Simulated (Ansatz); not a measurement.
System: ZnWO4 (P2/c).

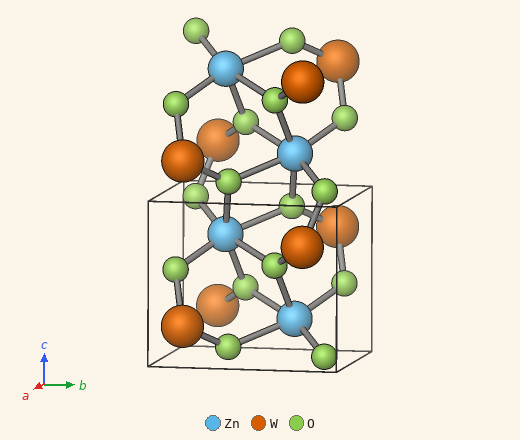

The structure (zinc blue, tungsten orange, oxygen green). 1×1×2 cells are drawn. Some periodic images of atoms are drawn too.

```xyz
12
Lattice="4.6986 0.0000 0.0000 0.0000 5.7293 0.0000 -0.0530 0.0000 4.9364" Properties=species:S:1:pos:R:3 pbc="T T T"
Zn    2.3361    3.9188    1.2341
Zn    2.3096    1.8105    3.7023
W    -0.0132    1.0461    1.2341
W    -0.0397    4.6832    3.7023
O     0.9695    0.6021    4.6220
O     3.6496    0.6021    2.7827
O     3.6761    5.1272    0.3144
O     0.9960    5.1272    2.1538
O     1.1840    2.1640    1.9726
O     3.4881    2.1640    0.4956
O     3.4616    3.5653    2.9638
O     1.1575    3.5653    4.4408
```

The cell and positions come from the Crystallography Open Database and are kept as given unless a step says otherwise. Spin-orbit coupling is left out unless a run names it.

Gaps computed with Ansatz 0.2.0 without a self-energy: LDA 2.86 eV, LDA+SOC 2.85 eV, HSE06 4.42 eV and HSE06+SOC 4.41 eV.

**Question.** Estimate the G0W0@LDA gap with 4×4×4 mesh, 1338 empty bands, screening to 270 eV, hard PAW files.

About 4.45 eV: on its mesh the run moves the gap from 2.86 eV by +1.59 eV. A band edge moves to another state on the way. Among the scalar-relativistic levels given, HSE06 is nearest (−0.03 eV). Bands and cutoff are finite, so the gap is not at the basis limit. The miss can reach some tenths of an eV and take either sign; the mesh is an error of its own. A d shell, filled or nearly so, lies near the gap. One-shot GW converges very slowly in bands there, not always from below, and on a semilocal start the gap tends to come out low; starts rich in exact exchange can overshoot instead. The many-body steps are scalar-relativistic: spin-orbit coupling is not in them.

[Paths, hosts, dates, memory and timing lines, banners, echoed tables and standing remarks are left out of the program output.]

[Logs are printed without paths, hosts, clocks, repeated set-up lines and the standing remarks that a program may print on its own settings, such as how far it seeks lower states.]

[Runs of the session that timed out or met a known fault of the program may be left out.]

[Cells called generated may have been cut or substituted from an entry of the Crystallography Open Database or the Materials Project.]

[Hosts, paths, dates, database ids (printed as entryN), source tags and the programs' standing remarks are cut or masked in the printed files.]
